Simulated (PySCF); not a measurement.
```xyz
13

C    -1.8816    0.5009    0.3468
S    -1.0398   -0.7749   -0.6099
O    -1.3621   -2.0674   -0.0895
O    -1.2087   -0.5284   -2.0098
C     0.6893   -0.4238   -0.2304
N     1.0506    0.7504    0.3628
C     2.3413    0.6497    0.4219
O     2.7903   -0.4889   -0.0874
N     1.7059   -1.1816   -0.5110
H    -2.9313    0.4671    0.0821
H    -1.7421    0.2762    1.3956
H    -1.4470    1.4568    0.0871
H     3.0308    1.3645    0.8240
```

Geometry: GFN2-xTB.

Computed with PBE0/pcSseg-1, SCF density, gas phase, non-relativistic in PySCF 2.14.0.

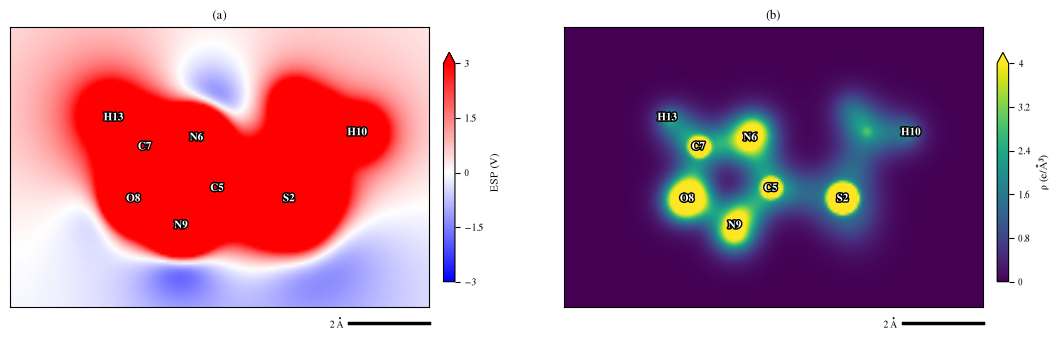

C₃H₄N₂O₃S (SMILES CS(=O)(=O)c1ncon1). (a) electrostatic potential; (b) total electron density on the plane of atoms N6, C5 and N9.

Question: What do the fields say about this system?

Answer:
- The section cuts through S, C, N, O and H sites.
- C–N (1.30 Å): ρ is about 2.7 e/Å³ halfway.
- C–O (1.33 Å): the density is about 2.6 e/Å³ at the midpoint.
- N–O (1.35 Å): ρ at the midpoint is about 2.5 e/Å³.
- C–S (1.80 Å): ρ is about 1.4 e/Å³ halfway.
- C–H (1.07 Å): ρ is about 2.2 e/Å³ halfway.
- Outside the dense part of the molecule the potential is most negative (−1.8 V) near N9.
